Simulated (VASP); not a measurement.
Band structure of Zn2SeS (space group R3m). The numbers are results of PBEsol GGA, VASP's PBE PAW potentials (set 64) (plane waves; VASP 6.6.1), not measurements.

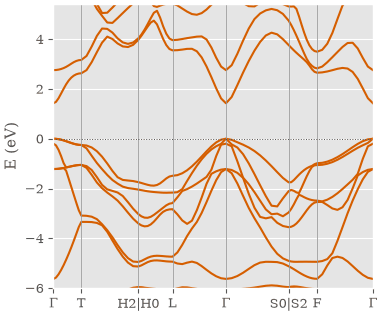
Bands along high-symmetry lines, zero at the valence-band maximum or, without a gap, the Fermi level

Task: Read the plot: is there a gap, and where are the band edges?

Result: The gap is direct, 1.42 eV, from the valence maximum at Γ to the conduction minimum at Γ. (Edges off the drawn lines would not show.)

The structure comes from a computed database's Zn2SeS entry (R3m); how it stands against other phases isn't given here. It was relaxed first.
